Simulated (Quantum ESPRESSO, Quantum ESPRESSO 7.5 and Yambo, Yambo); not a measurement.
# A GW chain in Yambo: GaN (F-43m)

Wanted: ground state, empty states, screening and self-energy for GaN (F-43m).

Main program and level: Quantum ESPRESSO 7.5 and Yambo 5.3.0; PBE and many-body steps on it, plane waves.

**The experiments to reproduce.**

- Gap 3.23 eV: absorption onset (direct gap at Gamma) of unexcited film, from imaginary part of dielectric function; spectroscopic ellipsometry (steady-state reference of time-resolved measurement); 300 K; film on 3C-SiC/Si(001) (“Femtosecond pump-probe absorption edge spectroscopy of cubic GaN”, 2022, arxiv:2206.02223).

### Step 1. Starting point

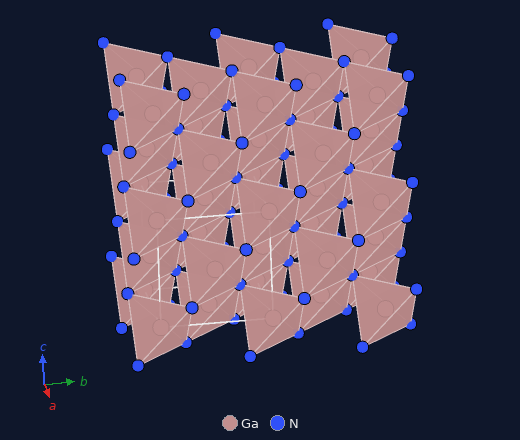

Start, viewed slightly off an axis; gallium pink, nitrogen blue. 1×2×2 cells are drawn. This picture shows the conventional cell, with its axes. Some periodic images of atoms are drawn too.

The cell and positions are those that the Materials Project relaxed with its own functionals (PBE, PBE+U or r2SCAN), kept fixed. This is not the form that GaN usually takes at ambient conditions.

### Step 2. Ground state

This step: Quantum ESPRESSO 7.5; DFT, PBE, plane waves, norm-conserving pseudopotentials.

The ground-state density comes first.

pw.in

```
&control
  calculation = 'scf'
  prefix = 'x'
  outdir = 'o'
  pseudo_dir = 'pseudo'
/
&system
  ibrav = 0
  nat = 2
  ntyp = 2
  ecutwfc = 72.0
  nbnd = 14
  force_symmorphic = .true.
/
&electrons
  conv_thr = 1e-10
  electron_maxstep = 80
  mixing_beta = 0.5
/
ATOMIC_SPECIES
  Ga 69.723 Ga.upf
  N 14.007 N.upf
CELL_PARAMETERS angstrom
  0.0000000000 2.2535006075 2.2535006075
  2.2535006075 0.0000000000 2.2535006075
  2.2535006075 2.2535006075 0.0000000000
ATOMIC_POSITIONS crystal
  Ga 0.0000000000 0.0000000000 0.0000000000
  N 0.7500000000 0.7500000000 0.7500000000
K_POINTS automatic
  8 8 8 0 0 0
```

The run is started by

```sh
$ OMP_NUM_THREADS=1 mpirun -n 4 pw.x -nk 4 -in pw.in > pw.out
```

Output:

```text
Program PWSCF v.7.5 starts

     This program is part of the open-source Quantum ESPRESSO suite
     for quantum simulation of materials; please cite
         "P. Giannozzi et al., J. Phys.:Condens. Matter 21 395502 (2009);
         "P. Giannozzi et al., J. Phys.:Condens. Matter 29 465901 (2017);
         "P. Giannozzi et al., J. Chem. Phys. 152 154105 (2020);
     in publications or presentations arising from this work. More details at
     Message from routine setup:
     using ibrav=0 with symmetry is DISCOURAGED, use correct ibrav instead

     G-vector sticks info

     bravais-lattice index     =            0
     lattice parameter (alat)  =       6.0224  a.u.
     unit-cell volume          =     154.4542 (a.u.)^3
     number of atoms/cell      =            2
     number of atomic types    =            2
     number of electrons       =        18.00
     number of Kohn-Sham states=           14
     kinetic-energy cutoff     =      72.0000  Ry
     charge density cutoff     =     288.0000  Ry
     scf convergence threshold =      1.0E-10
     mixing beta               =       0.5000
     number of iterations used =            8  plain     mixing
     Exchange-correlation= PBE
                           (   1   4   3   4   0   0   0)

     celldm(1)=   6.022427  celldm(2)=   0.000000  celldm(3)=   0.000000
     celldm(4)=   0.000000  celldm(5)=   0.000000  celldm(6)=   0.000000

     crystal axes: (cart. coord. in units of alat)
               a(1) = (   0.000000   0.707107   0.707107 )
               a(2) = (   0.707107   0.000000   0.707107 )
               a(3) = (   0.707107   0.707107   0.000000 )

     reciprocal axes: (cart. coord. in units 2 pi/alat)
               b(1) = ( -0.707107  0.707107  0.707107 )
               b(2) = (  0.707107 -0.707107  0.707107 )
               b(3) = (  0.707107  0.707107 -0.707107 )
     Pseudo is Norm-conserving + core correction, Zval = 13.0
     Generated using ONCVPSP code by D. R. Hamann
     Using radial grid of 1902 points,  6 beta functions with:
     Pseudo is Norm-conserving + core correction, Zval =  5.0
     Generated using ONCVPSP code by D. R. Hamann
     Using radial grid of 1058 points,  4 beta functions with:
     Ga               13.00    69.72300     Ga( 1.00)
     N                 5.00    14.00700     N ( 1.00)

     24 Sym. Ops. (no inversion) found

   Cartesian axes

     site n.     atom                  positions (alat units)
         1        Ga     tau(   1) = (   0.0000000   0.0000000   0.0000000  )
         2        N      tau(   2) = (   1.0606602   1.0606602   1.0606602  )

     number of k points=    29
                       cart. coord. in units 2pi/alat
        k(    1) = (   0.0000000   0.0000000   0.0000000), wk =   0.0039062
        k(    2) = (   0.0883883   0.0883883  -0.0883883), wk =   0.0312500
        k(    3) = (   0.1767767   0.1767767  -0.1767767), wk =   0.0312500
        k(    4) = (   0.2651650   0.2651650  -0.2651650), wk =   0.0312500
        k(    5) = (  -0.3535534  -0.3535534   0.3535534), wk =   0.0156250
        k(    6) = (   0.1767767   0.0000000   0.0000000), wk =   0.0234375
        k(    7) = (   0.2651650   0.0883883  -0.0883883), wk =   0.0937500
        k(    8) = (   0.3535534   0.1767767  -0.1767767), wk =   0.0937500
        k(    9) = (  -0.2651650  -0.4419417   0.4419417), wk =   0.0937500
        k(   10) = (  -0.1767767  -0.3535534   0.3535534), wk =   0.0937500
     [... 17 further rows ...]
        k(   28) = (  -0.7071068   0.1767767  -0.0000000), wk =   0.0468750
        k(   29) = (  -0.7071068   0.3535534   0.0000000), wk =   0.0234375

     Dense  grid:    12675 G-vectors     FFT dimensions: (  36,  36,  36)

     Initial potential from superposition of free atoms

     starting charge      17.9973, renormalised to      18.0000
     Starting wfcs are   13 randomized atomic wfcs +    1 random wfcs

     per-process dynamical memory:    15.5 Mb

     Self-consistent Calculation

     iteration #  1     ecut=    72.00 Ry     beta= 0.50

     total energy              =    -173.58956957 Ry
     estimated scf accuracy    <       0.51543155 Ry

     iteration #  2     ecut=    72.00 Ry     beta= 0.50

     total energy              =    -173.74125147 Ry
     estimated scf accuracy    <       0.10006193 Ry

     iteration #  3     ecut=    72.00 Ry     beta= 0.50

     total energy              =    -173.75825254 Ry
     estimated scf accuracy    <       0.00329352 Ry

     iteration #  4     ecut=    72.00 Ry     beta= 0.50

     total energy              =    -173.75852892 Ry
     estimated scf accuracy    <       0.00043048 Ry

     iteration #  5     ecut=    72.00 Ry     beta= 0.50

     total energy              =    -173.75854307 Ry
     estimated scf accuracy    <       0.00003550 Ry

     iteration #  6     ecut=    72.00 Ry     beta= 0.50

     total energy              =    -173.75855339 Ry
     estimated scf accuracy    <       0.00000680 Ry

     iteration #  7     ecut=    72.00 Ry     beta= 0.50

     total energy              =    -173.75855320 Ry
     estimated scf accuracy    <       0.00000182 Ry

     iteration #  8     ecut=    72.00 Ry     beta= 0.50

     total energy              =    -173.75855331 Ry
     estimated scf accuracy    <       0.00000010 Ry

     iteration #  9     ecut=    72.00 Ry     beta= 0.50

     total energy              =    -173.75855333 Ry
     estimated scf accuracy    <          2.5E-09 Ry

     iteration # 10     ecut=    72.00 Ry     beta= 0.50

     total energy              =    -173.75855333 Ry
     estimated scf accuracy    <       0.00000001 Ry

     iteration # 11     ecut=    72.00 Ry     beta= 0.50

     End of self-consistent calculation

          k = 0.0000 0.0000 0.0000 (  1639 PWs)   bands (ev):

    -5.3154  -2.9760  -2.9760  -2.9760  -2.6699  -2.6699  10.5902  10.5902
    10.5902  12.3489  20.9463  20.9463  20.9463  28.2045

          k = 0.0884 0.0884-0.0884 (  1579 PWs)   bands (ev):

    -5.1511  -2.9553  -2.9553  -2.9074  -2.6706  -2.6706   9.0712  10.4297
    10.4297  13.4917  20.2332  21.1814  21.1814  27.8216

          k = 0.1768 0.1768-0.1768 (  1588 PWs)   bands (ev):

    -4.7930  -2.9163  -2.9163  -2.6641  -2.6641  -2.5906   6.7446  10.0731
    10.0731  14.6821  19.4029  21.3967  21.3967  26.6208

          k = 0.2652 0.2652-0.2652 (  1601 PWs)   bands (ev):

     [... further k-points ...]

     highest occupied, lowest unoccupied level (ev):    10.5902   12.3489

!    total energy              =    -173.75855333 Ry
     estimated scf accuracy    <          6.5E-11 Ry

     The total energy is the sum of the following terms:
     one-electron contribution =     -52.62354393 Ry
     hartree contribution      =      43.67396617 Ry
     xc contribution           =     -48.13465846 Ry
     ewald contribution        =    -116.67431711 Ry

     convergence has been achieved in  11 iterations

     XML data file, charge density, pseudopotentials, collected wavefunctions

=------------------------------------------------------------------------------=
   JOB DONE.
=------------------------------------------------------------------------------=
```

It took 4.5 s on 4 MPI ranks of Arm Neoverse V1, shared host; peak memory 0.18 GiB; 18 s of CPU time.

Numbers from this step:

```yaml
total_energy: -2364.1056 eV
gap: 1.759 eV
k_of_the_valence_top: 0, 0, 0
k_of_the_conduction_bottom: 0, 0, 0
least_direct_gap: 1.759 eV
```

The gap is direct, at Γ.

### Step 3. Bands along the symmetry lines

Levels along a band path, at the cheap level, show where the edges lie and whether the meshes to come will hold them.

pw.in

```
&control
  calculation = 'bands'
  prefix = 'x'
  outdir = 'o'
  pseudo_dir = 'pseudo'
/
&system
  ibrav = 0
  nat = 2
  ntyp = 2
  ecutwfc = 72.0
  nbnd = 15
  force_symmorphic = .true.
/
&electrons
  conv_thr = 1e-9
  electron_maxstep = 80
  diago_full_acc = .true.
  diago_thr_init = 5e-6
/
ATOMIC_SPECIES
  Ga 69.723 Ga.upf
  N 14.007 N.upf
CELL_PARAMETERS angstrom
  0.0000000000 2.2535006075 2.2535006075
  2.2535006075 0.0000000000 2.2535006075
  2.2535006075 2.2535006075 0.0000000000
ATOMIC_POSITIONS crystal
  Ga 0.0000000000 0.0000000000 0.0000000000
  N 0.7500000000 0.7500000000 0.7500000000
K_POINTS crystal
  50
  0.00000000 0.00000000 0.00000000 1
  -0.06250000 -0.06250000 0.00000000 1
  -0.12500000 -0.12500000 0.00000000 1
  -0.18750000 -0.18750000 0.00000000 1
  -0.25000000 -0.25000000 0.00000000 1
  -0.31250000 -0.31250000 0.00000000 1
  -0.37500000 -0.37500000 0.00000000 1
  -0.43750000 -0.43750000 0.00000000 1
  -0.50000000 -0.50000000 0.00000000 1
  -0.48437500 -0.48437500 0.03125000 1
  -0.46875000 -0.46875000 0.06250000 1
  -0.45312500 -0.45312500 0.09375000 1
  -0.43750000 -0.43750000 0.12500000 1
  -0.42187500 -0.42187500 0.15625000 1
  -0.40625000 -0.40625000 0.18750000 1
  -0.39062500 -0.39062500 0.21875000 1
  -0.37500000 -0.37500000 0.25000000 1
  -0.37500000 0.00000000 0.37500000 1
  -0.32812500 0.00000000 0.32812500 1
  -0.28125000 0.00000000 0.28125000 1
  -0.23437500 0.00000000 0.23437500 1
  -0.18750000 0.00000000 0.18750000 1
  -0.14062500 0.00000000 0.14062500 1
  -0.09375000 0.00000000 0.09375000 1
  -0.04687500 0.00000000 0.04687500 1
  0.00000000 0.00000000 0.00000000 1
  0.00000000 0.00000000 0.06250000 1
  0.00000000 0.00000000 0.12500000 1
  0.00000000 0.00000000 0.18750000 1
  0.00000000 0.00000000 0.25000000 1
  0.00000000 0.00000000 0.31250000 1
  0.00000000 0.00000000 0.37500000 1
  0.00000000 0.00000000 0.43750000 1
  0.00000000 0.00000000 0.50000000 1
  -0.06250000 -0.03125000 0.46875000 1
  -0.12500000 -0.06250000 0.43750000 1
  -0.18750000 -0.09375000 0.40625000 1
  -0.25000000 -0.12500000 0.37500000 1
  -0.31250000 -0.15625000 0.34375000 1
  -0.37500000 -0.18750000 0.31250000 1
  -0.43750000 -0.21875000 0.28125000 1
  -0.50000000 -0.25000000 0.25000000 1
  -0.50000000 -0.28125000 0.21875000 1
  -0.50000000 -0.31250000 0.18750000 1
  -0.50000000 -0.34375000 0.15625000 1
  -0.50000000 -0.37500000 0.12500000 1
  -0.50000000 -0.40625000 0.09375000 1
  -0.50000000 -0.43750000 0.06250000 1
  -0.50000000 -0.46875000 0.03125000 1
  -0.50000000 -0.50000000 0.00000000 1
```

Output:

```text
[banner, memory and clock lines left out]
Program PWSCF v.7.5 starts

     Atomic positions and unit cell read from directory:
     o/x.save/

     Message from routine setup:
     using ibrav=0 with symmetry is DISCOURAGED, use correct ibrav instead

     G-vector sticks info

     bravais-lattice index     =            0
     lattice parameter (alat)  =       6.0224  a.u.
     unit-cell volume          =     154.4542 (a.u.)^3
     number of atoms/cell      =            2
     number of atomic types    =            2
     number of electrons       =        18.00
     number of Kohn-Sham states=           15
     kinetic-energy cutoff     =      72.0000  Ry
     charge density cutoff     =     288.0000  Ry
     Exchange-correlation= PBE
                           (   1   4   3   4   0   0   0)

     celldm(1)=   6.022427  celldm(2)=   0.000000  celldm(3)=   0.000000
     celldm(4)=   0.000000  celldm(5)=   0.000000  celldm(6)=   0.000000

     crystal axes: (cart. coord. in units of alat)
               a(1) = (   0.000000   0.707107   0.707107 )
               a(2) = (   0.707107   0.000000   0.707107 )
               a(3) = (   0.707107   0.707107   0.000000 )

     reciprocal axes: (cart. coord. in units 2 pi/alat)
               b(1) = ( -0.707107  0.707107  0.707107 )
               b(2) = (  0.707107 -0.707107  0.707107 )
               b(3) = (  0.707107  0.707107 -0.707107 )
     Pseudo is Norm-conserving + core correction, Zval = 13.0
     Generated using ONCVPSP code by D. R. Hamann
     Using radial grid of 1902 points,  6 beta functions with:
     Pseudo is Norm-conserving + core correction, Zval =  5.0
     Generated using ONCVPSP code by D. R. Hamann
     Using radial grid of 1058 points,  4 beta functions with:
     Ga               13.00    69.72300     Ga( 1.00)
     N                 5.00    14.00700     N ( 1.00)

     24 Sym. Ops. (no inversion) found

   Cartesian axes

     site n.     atom                  positions (alat units)
         1        Ga     tau(   1) = (   0.0000000   0.0000000   0.0000000  )
         2        N      tau(   2) = (   1.0606602   1.0606602   1.0606602  )

     number of k points=    50
                       cart. coord. in units 2pi/alat
        k(    1) = (   0.0000000   0.0000000   0.0000000), wk =   0.0400000
        k(    2) = (   0.0000000   0.0000000  -0.0883883), wk =   0.0400000
        k(    3) = (   0.0000000   0.0000000  -0.1767767), wk =   0.0400000
[...]
[... 38 further rows ...]
        k(   49) = (   0.0441942  -0.0000000  -0.7071068), wk =   0.0400000
        k(   50) = (   0.0000000   0.0000000  -0.7071068), wk =   0.0400000

     Dense  grid:    12675 G-vectors     FFT dimensions: (  36,  36,  36)

     The potential is recalculated from file :
     o/x.save/charge-density

     Starting wfcs are   13 randomized atomic wfcs +    2 random wfcs

     Band Structure Calculation

     End of band structure calculation

          k = 0.0000 0.0000 0.0000 (  1639 PWs)   bands (ev):

    -5.3154  -2.9761  -2.9761  -2.9761  -2.6700  -2.6700  10.5902  10.5902
    10.5902  12.3489  20.9463  20.9463  20.9463  28.2045  29.4307

          k = 0.0000 0.0000-0.0884 (  1587 PWs)   bands (ev):

    -5.2579  -2.9653  -2.9653  -2.9612  -2.6736  -2.6667  10.0541  10.4633
    10.4633  12.9033  20.5833  21.0757  21.0757  27.3758  28.8562

          k = 0.0000 0.0000-0.1768 (  1579 PWs)   bands (ev):

    -5.0977  -2.9363  -2.9363  -2.9116  -2.6817  -2.6582   9.1163  10.1163
    10.1163  13.8578  19.7371  21.4380  21.4380  25.1822  30.2579

          k =-0.0000 0.0000-0.2652 (  1591 PWs)   bands (ev):

[...]
k = 0.0000 0.0000-0.3536 (  1612 PWs)   bands (ev):

[...]
k = 0.0000-0.0000-0.4419 (  1588 PWs)   bands (ev):

[...]
k =-0.0000 0.0000-0.5303 (  1600 PWs)   bands (ev):

[...]
k = 0.0000-0.0000-0.6187 (  1604 PWs)   bands (ev):

[...]
k = 0.5303-0.0000-0.5303 (  1608 PWs)   bands (ev):

[...]
k = 0.0000 0.0000 0.0000 (  1639 PWs)   bands (ev):

[...]
k = 0.1326 0.0000-0.7071 (  1606 PWs)   bands (ev):

[...]
k = 0.0884-0.0000-0.7071 (  1610 PWs)   bands (ev):

[...]
k = 0.0442-0.0000-0.7071 (  1592 PWs)   bands (ev):

    -4.3123  -2.8943  -2.6842  -2.6786  -2.5961  -0.9077   4.4900   7.8576
     7.8636  14.0614  17.3435  22.2901  24.4218  24.5806  32.3856

          k = 0.0000 0.0000-0.7071 (  1588 PWs)   bands (ev):

    -4.3125  -2.8964  -2.6787  -2.6787  -2.5947  -0.9185   4.4774   7.8999
     7.8999  13.9726  17.2841  22.3061  24.5513  24.5513  32.3160

     XML data file, pseudopotentials, collected wavefunctions
```

It took 2.6 s on 4 MPI ranks; peak memory 0.16 GiB; 10 s of CPU time.

Numbers from this step:

```yaml
gap: 1.759 eV
k_of_the_valence_top: 0, 0, 0
k_of_the_conduction_bottom: 0, 0, 0
least_direct_gap: 1.759 eV
```

The gap is 1.759 eV, as in the run before at this level.

The electronic bands at the labelled points (eV, zero at the top of the highest filled band):

```tsv
point	band 6	band 7	band 8	band 9	band 10	band 11	band 12	band 13
Γ	-13.26	0.00	0.00	0.00	1.76	10.36	10.36	10.36
X	-11.51	-6.11	-2.69	-2.69	3.38	6.69	11.72	13.96
U	-11.35	-5.85	-4.24	-2.16	5.03	7.88	11.08	12.86
jump to K	-11.35	-5.85	-4.24	-2.16	5.03	7.88	11.08	12.86
Γ	-13.26	0.00	0.00	0.00	1.76	10.36	10.36	10.36
L	-11.95	-7.02	-0.96	-0.96	4.67	8.74	10.40	10.40
W	-11.23	-5.68	-3.68	-3.62	6.24	8.40	10.30	11.14
X	-11.51	-6.11	-2.69	-2.69	3.38	6.69	11.72	13.96
```

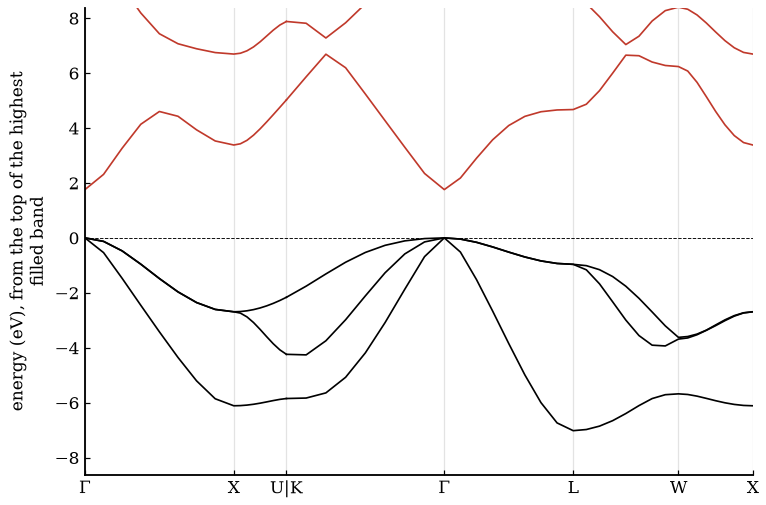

Electronic bands along the path; lines of filled and empty bands in two colours.

(Continued in part 2 of 3.)

[Paths, hosts, dates, memory and timing lines, banners, echoed tables and standing remarks are left out of the program output.]

[Logs are printed without paths, hosts, clocks, repeated set-up lines and the standing remarks that a program may print on its own settings, such as how far it seeks lower states.]

[Runs of the session that timed out or met a known fault of the program may be left out.]

[Hosts, paths, dates, database ids (printed as entryN), source tags and the programs' standing remarks are cut or masked in the printed files.]
